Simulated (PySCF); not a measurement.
# Tl(OH): other functionals and bases at one geometry

How far do other levels of theory move the description of Tl(OH), and what does each cost? The structure is generated, not taken from experiment.

The runs use PySCF 2.14.0; several levels, as the steps say, no spin–orbit coupling.

1 further run of the same task is left out (for a known fault of the program). Runs told in other sessions of the task aren't counted.

### Step 1. The system as given

3 atoms, charge 0, spin multiplicity 1.

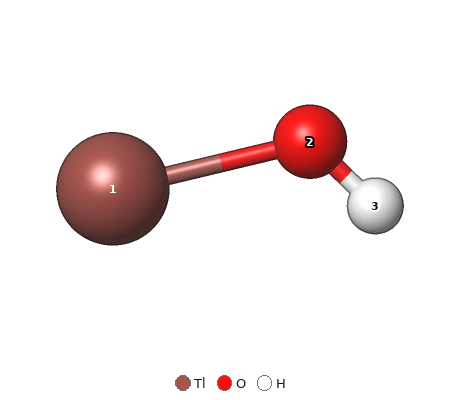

The geometry (thallium brown, oxygen red, hydrogen white); atoms are numbered from 1 in the order of the file.

As a file:

```xyz
3

Tl    0.0976    0.0000    0.0191
O    -0.2393    0.0000    2.1269
H     0.4869    0.0000    2.7609
```

Formal oxidation states: Tl +1. An earlier session relaxed this geometry at PBE0, Tl def2-SVP with ECP60, O def2-SVP, H def2-SVP (singlet, point group Cs).

At PBE0 on the finer grid: E = -248.214654 Eh, HOMO -6.53 eV, LUMO -1.25 eV, Mulliken charge on Tl1 +0.40 e, largest force component 0.009 eV/Å. 

Levels to run: PBE; TPSS; CAM-B3LYP; BP86; PBE0, TZVP; PBE0, x2c-SVP. Hardware: 2 threads of Arm Neoverse V1, shared host.

### Step 2. PBE

Input file run.py (the lines that set the calculation):

```python
mol = gto.M(atom='''
Tl     0.09762     0.00000     0.01905
O     -0.23929     0.00000     2.12686
H      0.48690     0.00000     2.76092''',
    basis={'Tl': 'def2-SVP', 'O': 'def2-SVP', 'H': 'def2-SVP'},
    ecp={'Tl': 'def2-SVP'},
    charge=0, spin=0)
mf = dft.RKS(mol, xc='PBE')
mf.grids.atom_grid = (75, 302)
mf = mf.density_fit()  # fitting sets: Tl def2-universal-JKFIT, O def2-universal-JKFIT, H def2-universal-JKFIT
mf.conv_tol = 1e-08; mf.max_cycle = 55
mf.kernel(dm0)  # dm0: the density of the relaxed state
```

Launch:

```bash
$ OMP_NUM_THREADS=2 python run.py
```

### Step 3. TPSS

Edit run.py (the lines that set the calculation) of step 2 so:

```diff
@@ -7,3 +7,3 @@
     charge=0, spin=0)
-mf = dft.RKS(mol, xc='PBE')
+mf = dft.RKS(mol, xc='TPSS')
 mf.grids.atom_grid = (75, 302)
```

### Step 4. CAM-B3LYP

Edit run.py (the lines that set the calculation) of step 3 so:

```diff
@@ -7,3 +7,3 @@
     charge=0, spin=0)
-mf = dft.RKS(mol, xc='TPSS')
+mf = dft.RKS(mol, xc='CAMB3LYP')
 mf.grids.atom_grid = (75, 302)
```

### Step 5. BP86

Edit run.py (the lines that set the calculation) of step 4 so:

```diff
@@ -7,3 +7,3 @@
     charge=0, spin=0)
-mf = dft.RKS(mol, xc='CAMB3LYP')
+mf = dft.RKS(mol, xc='B88,P86')
 mf.grids.atom_grid = (75, 302)
```

### Step 6. PBE0, TZVP

Basis: Tl def2-TZVP with ECP60, O def2-TZVP, H def2-TZVP. 

Input file run.py (the lines that set the calculation):

```python
mol = gto.M(atom='''
Tl     0.09762     0.00000     0.01905
O     -0.23929     0.00000     2.12686
H      0.48690     0.00000     2.76092''',
    basis={'Tl': 'def2-TZVP', 'O': 'def2-TZVP', 'H': 'def2-TZVP'},
    ecp={'Tl': 'def2-TZVP'},
    charge=0, spin=0)
mf = dft.RKS(mol, xc='PBE0')
mf.grids.atom_grid = (75, 302)
mf = mf.density_fit()  # fitting sets: Tl def2-universal-JKFIT, O def2-universal-JKFIT, H def2-universal-JKFIT
mf.conv_tol = 1e-08; mf.max_cycle = 55
mf.kernel(dm0)  # dm0: free metal ions and neutral atoms
```

### Step 7. PBE0, x2c-SVP

Basis: Tl x2c-SVPall, O x2c-SVPall, H x2c-SVPall. All electrons are treated, with the spin-free X2C Hamiltonian.

Input file run.py (the lines that set the calculation):

```python
mol = gto.M(atom='''
Tl     0.09762     0.00000     0.01905
O     -0.23929     0.00000     2.12686
H      0.48690     0.00000     2.76092''',
    basis={'Tl': 'x2c-SVPall', 'O': 'x2c-SVPall', 'H': 'x2c-SVPall'},
    nucmod='G',
    charge=0, spin=0)
mf = dft.RKS(mol, xc='PBE0')
mf.grids.atom_grid = (99, 590)
mf = mf.density_fit()  # fitting sets: Tl AutoAux, O AutoAux, H AutoAux
mf = mf.sfx2c1e()
mf.conv_tol = 1e-08; mf.max_cycle = 55
mf.kernel(dm0)  # dm0: free metal ions and neutral atoms
```

What does the calculation give? Wanted: for each run, HOMO; gap; charge on Tl1; dipole; largest force component.

**Answer**, as computed:

| level | state | HOMO (eV) | gap (eV) | charge on Tl1 (e) | dipole (D) | largest force component (eV/Å) | basis functions | time |
| --- | --- | --- | --- | --- | --- | --- | --- | --- |
| PBE0 (relaxed here) | singlet | -6.53 | 5.28 | 0.40 | 2.36 | 0.01 | 45 | 1.3 s |
| PBE | singlet | -5.29 | 3.39 | 0.32 | 2.03 | 0.51 | 45 | 0.9 s |
| TPSS | singlet | -5.31 | 3.56 | 0.35 | 2.10 | 0.48 | 45 | 1.1 s |
| CAM-B3LYP | singlet | -7.84 | 7.35 | 0.39 | 2.36 | 0.22 | 45 | 0.9 s |
| BP86 | singlet | -5.42 | 3.43 | 0.32 | 2.03 | 0.55 | 45 | 0.9 s |
| PBE0, TZVP | singlet | -6.75 | 5.39 | 0.48 | 2.76 | 0.17 | 87 | 2.9 s |
| PBE0, x2c-SVP | singlet | -6.53 | 5.30 | 0.42 | 2.37 | 0.23 | 81 | 8 s |

Times are on 2 threads of Arm Neoverse V1, shared host; the first row also made further properties.

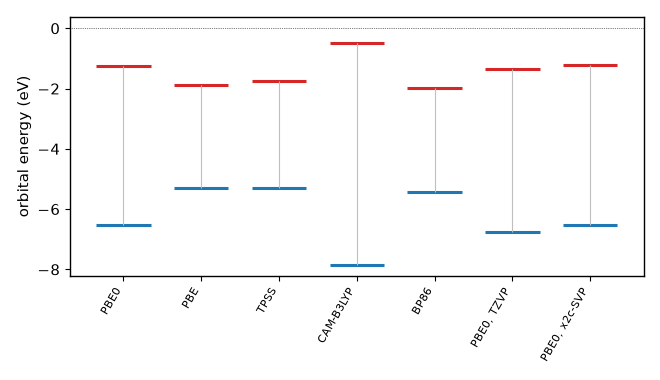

Highest filled and lowest empty level, method by method.

In one basis the HOMO–LUMO gap runs from 3.39 eV (PBE) to 7.35 eV (CAM-B3LYP). The largest leftover force, 0.55 eV/Å with BP86, stands at a geometry relaxed at another level. The Mulliken charge on Tl spans +0.32 to +0.48 e over the levels. Total energies of different levels can't be compared. Spin–orbit coupling is left out throughout.
